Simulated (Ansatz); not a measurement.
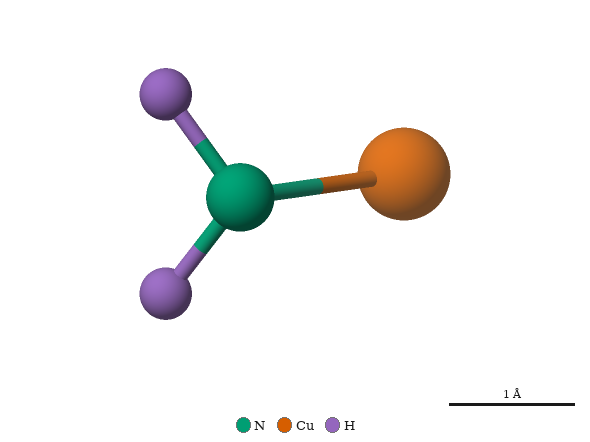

Ball-and-stick drawing of a structure.

Charge 0, singlet. Computed geometry: PBE0-D4/def2-TZVP optimisation.

Give the formula.

CuH₂N, 4 atoms: 1 copper, 2 hydrogen and 1 nitrogen.

How many sets of symmetry-equivalent atoms are there?

3: 1 N, 1 Cu, 2 H.

How many bonds of each kind are drawn?

2 N–H, 1 Cu–N.

More results for the same structure follow; atom numbers are the same in all pictures, views and colours differ.

### Geometry

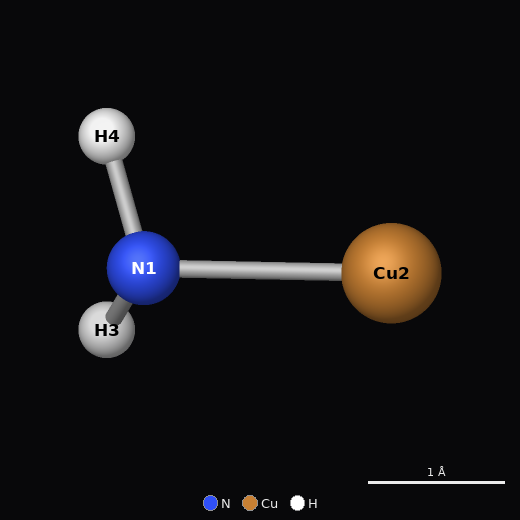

The atoms are numbered.

Which atoms are bonded, and how long are the bonds?

```tsv
bond	length (Å)
N1–Cu2	1.830
N1–H3	1.019
N1–H4	1.019
```

### Vibrations

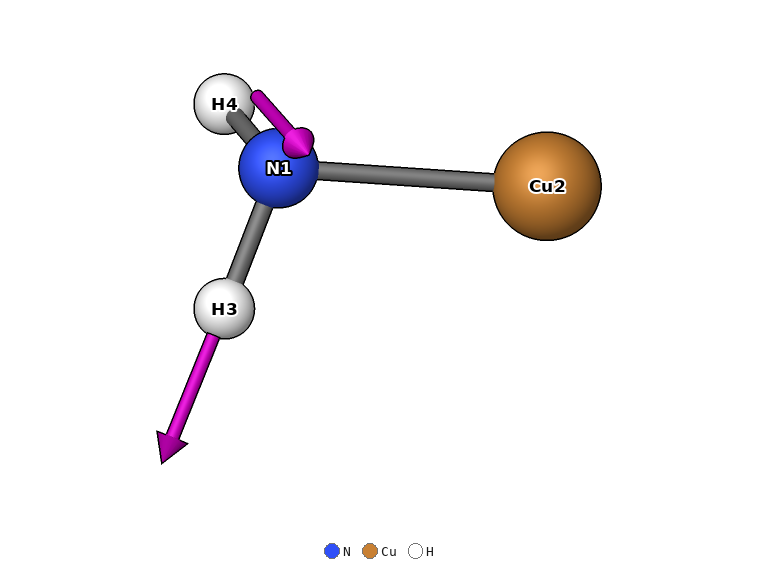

The arrows show one normal mode. Harmonic vibrations computed with RKS PBE0-D4/def2-TZVP (Ansatz 0.2.0) at a stationary point of the same level.

What kind of motion is it?

Mostly out-of-phase stretching of 2 N–H bonds.

Estimate its harmonic wavenumber.

3543 cm⁻¹; it is mode 6 of 6 counted from the lowest.

### Electronic properties

Level of theory: RKS r2SCAN-D4/def2-TZVPP (Ansatz 0.2.0).

What is the vertical ionisation energy?

8.32 eV.

What is the HOMO energy (Kohn–Sham orbital)?

−5.06 eV.

Estimate the LUMO energy (Kohn–Sham orbital).

−2.84 eV.

Give the dipole moment at this level.

2.48 D.

### Charges

The questions are on Mulliken charges. Level of theory: RKS ωB97M-V/def2-TZVPP (Ansatz 0.2.0).

List the Mulliken charges.

```json
{"atom": "N1", "value (e)": "−0.47"}
{"atom": "Cu2", "value (e)": "0.25"}
{"atom": "H3", "value (e)": "0.11"}
{"atom": "H4", "value (e)": "0.11"}
```

Mulliken values depend strongly on the basis set and can even reverse the polarity of a bond.
